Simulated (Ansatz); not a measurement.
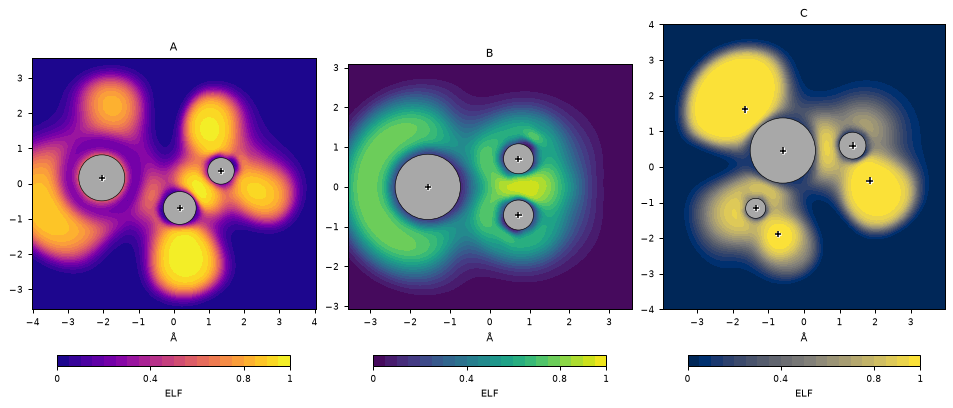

The electron localisation function of 3 systems, each on a plane through atoms (crosses mark nuclei in the plane; grey discs cover the cores).

Method: isolated molecule in a Gaussian basis; Kohn-Sham density functional theory, functional PBE0 (Ansatz).

System 1: CH$_{5}$GaO (SMILES [CH3][GaH][OH]), the plane of atoms Ga2, C1 and H4. Geometry: PBE0-D4/def2-TZVP.

```xyz
8

C    -1.6978   -0.9383    0.0192
Ga   -0.5011    0.1502   -1.0921
O     0.9852    0.8391   -0.3607
H    -1.3367   -1.0263    1.0448
H    -2.6982   -0.4987    0.0390
H    -1.7942   -1.9420   -0.4026
H    -0.6544    0.5276   -2.5985
H     1.1037    0.6219    0.5660
```

System 2: C$_{2}$H$_{5}$GeO (SMILES [OH][Ge]1[CH2][CH2]1) (doublet), the plane of atoms C1, C2 and Ge3. Geometry: BLYP-D3(BJ)/def2-SVP.

```xyz
9

C     0.7852    0.7980    0.0019
C     0.3677    1.4884   -1.1597
Ge    1.6987   -0.3593   -1.8753
O     0.3019   -1.5439   -2.0773
H    -0.5410   -1.3127   -1.6409
H     1.6432    1.1522    0.5926
H     0.1403    0.0480    0.4836
H    -0.6145    1.2964   -1.6165
H     0.8918    2.3947   -1.4981
```

System 3: CH$_{6}$BSn (doublet), the plane of atoms C1, B2 and Sn3. Geometry: PBE0-D3(BJ)/def2-SVP; core potentials replace the inner electrons of Sn.

```xyz
9

C    -0.3561   -0.0126    0.9353
B    -0.2922    0.4227   -0.5760
Sn    0.4877   -1.1941   -2.1293
H    -1.1151    1.1260   -1.1150
H     0.3842   -0.7716    1.2293
H    -1.3600   -0.3653    1.2188
H     1.7064   -1.9969   -1.1085
H     0.8884    0.5783   -1.0662
H    -0.1604    0.8862    1.5523
```

**Which map belongs to which system?**

Panel A is system 3, CH$_{6}$BSn: the plane holds C, B and Sn. C–B (1.57 Å): the ELF peaks at about 0.95 between the atoms; a shared electron pair. Panel B is system 2, C$_{2}$H$_{5}$GeO: the plane holds C and Ge. C–C (1.41 Å): the ELF peaks at about 0.95 between the atoms; localised, covalent bonding. Panel C is system 1, CH$_{5}$GaO: the plane holds C, Ga, O and H. Ga–O (1.79 Å): the ELF peaks at about 0.85 in the valence shell of O, 0.6 Å from its nucleus, and is about 0.20 at the midpoint.
